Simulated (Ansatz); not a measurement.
H₆Si₈

Input file:

```
crystal:
  periodic: [false, false, false]
  atoms:
    - {symbol: Si, position_ang: [-0.173158, 3.824128, 0.672393]}
    - {symbol: Si, position_ang: [-1.053952, -1.912824, -0.844194]}
    - {symbol: Si, position_ang: [-1.156680, 2.015925, -0.365176]}
    - {symbol: Si, position_ang: [1.518549, -0.194394, 0.843020]}
    - {symbol: Si, position_ang: [-0.229712, -1.615783, 1.662807]}
    - {symbol: Si, position_ang: [1.189023, -1.825156, -0.767291]}
    - {symbol: Si, position_ang: [1.214748, 2.033822, 0.186995]}
    - {symbol: Si, position_ang: [-1.688737, -0.126712, 0.445093]}
    - {symbol: H, position_ang: [2.896273, -0.334185, 1.444570]}
    - {symbol: H, position_ang: [-1.931055, 2.268919, -1.637979]}
    - {symbol: H, position_ang: [1.901556, -3.160264, -0.711914]}
    - {symbol: H, position_ang: [-3.156970, -0.194844, 0.786152]}
    - {symbol: H, position_ang: [-1.773386, -3.209299, -1.113066]}
    - {symbol: H, position_ang: [2.443500, 2.430655, -0.601411]}
basis:
  gaussian: {orbitals: def2-TZVP, initial_orbitals: start.molden}
hamiltonian: {xc: pbe0, dispersion: d4}
scf: {omitted_lower_state_checks: [starts]}
output: {orbitals: {seedname: orbitals}}
```

Command:

```sh
ansatz run in.yaml --threads 4 --pin off --events-out ev --progress --plain --max-ram 8704MiB
```

Geometry: PBE-D4/def2-SVP.

These are results of Ansatz 0.2.0, RKS PBE0-D4/def2-TZVP, not measurements.

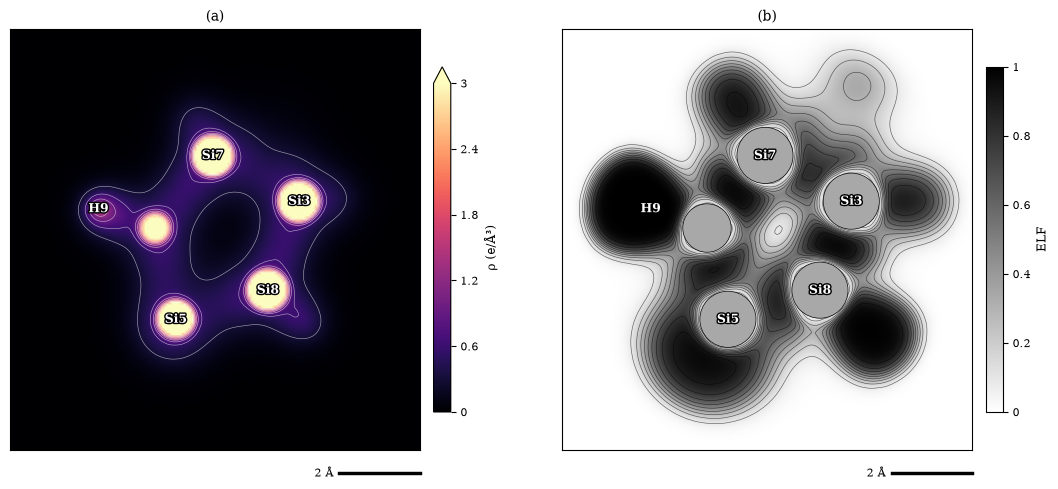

Figure 1. (a) electron density; (b) ELF on the plane of atoms Si7, Si3 and Si8. Grey discs cover the atomic cores in the ELF map.

Q: Describe what can be read from this map.

A:
- Atoms in the plane: Si and H.
- Si–Si (2.35 Å): ρ is about 0.58 e/Å³ halfway; the ELF peaks at about 0.95 between the atoms; a shared electron pair.
- Si–Si (2.41 Å): the density is about 0.5 e/Å³ at the midpoint; the ELF peaks at about 0.90 between the atoms; localised, covalent bonding.
- The ELF also peaks beside Si5, away from the bonds: lone-pair regions.

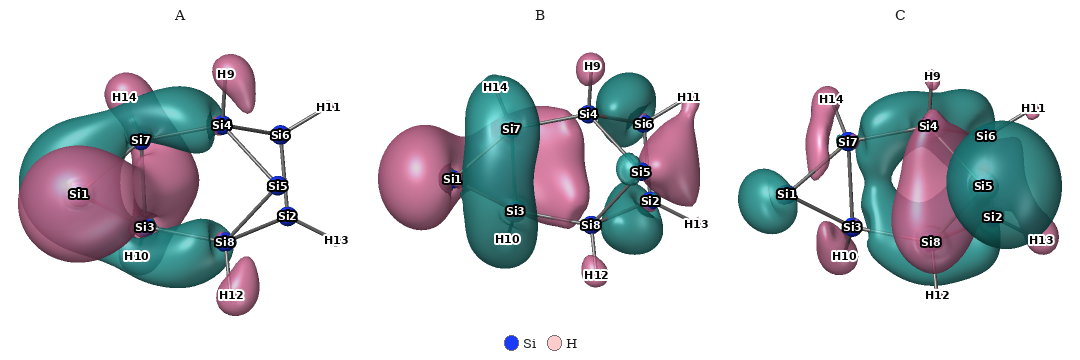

Figure 2. Three frontier orbitals at ±0.06 Å⁻³ᐟ² (teal and pink are the two phases), in no order.

Q: Which picture is the HOMO−1, the HOMO and the LUMO?

A: C is the HOMO−1 (−6.37 eV). Its weight (Hirshfeld) is mainly on Si5 (about 50 %), Si8 (about 15 %), Si2 (about 10 %), Si4 (about 5 %) and Si6 (about 5 %). B is the HOMO (−6.06 eV). By Hirshfeld shares it lies mainly on Si1 (about 35 %), Si3 (about 20 %), Si7 (about 20 %), Si6 (about 5 %) and Si2 (about 5 %). A is the LUMO (−3.22 eV). It lies mainly on Si1 (about 55 %), Si3 (about 15 %) and Si7 (about 15 %).

Q: What is the HOMO–LUMO gap?

A: 2.84 eV between the orbital energies.

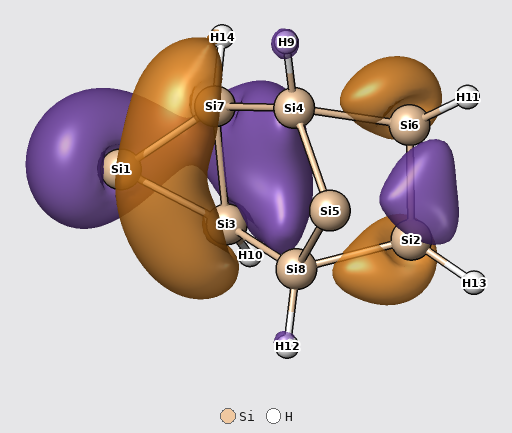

Figure 3. The HOMO at ±0.08 Å⁻³ᐟ² (orange and purple are the two phases), seen at a tilt.

Q: Where does this orbital lie, and at what energy?

A: It lies mainly on Si1 (about 35 %), Si3 (about 20 %), Si7 (about 20 %), Si6 (about 5 %) and Si2 (about 5 %). Its energy is −6.06 eV.
